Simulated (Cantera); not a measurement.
A closed system holds: 1 mol FeCl2, 12 mol H2O, 120 mol H2, at 890 Pa.

Cantera equilibrium calculation (NASA polynomials, part measured and part estimated; ideal gas, pure solids and liquids). Candidate condensed phases: Fe, FeCl2, FeCl3, FeO, Fe(OH)2, Fe(OH)3, Fe2O3, Fe3O4, H2O; 22 gas species. Condensed phases not in the tables: FeOCl. The numbers say what is thermodynamically allowed, not how fast it happens.

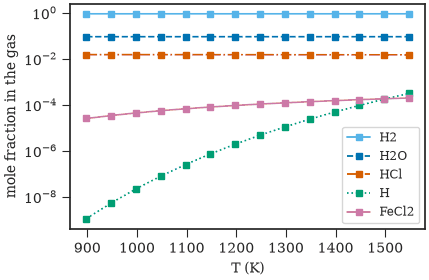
Equilibrium gas composition (values under 1e-9 drawn at 1e-9)

From 898 K to 1148 K the condensed part is Fe(α). From 1198 K to 1548 K the condensed part is Fe(γ). The main Fe-bearing gas is FeCl2 throughout. The share of Fe in condensed phases is highest at 898 K (99.7 %) and lowest at 1548 K (96.8 %).
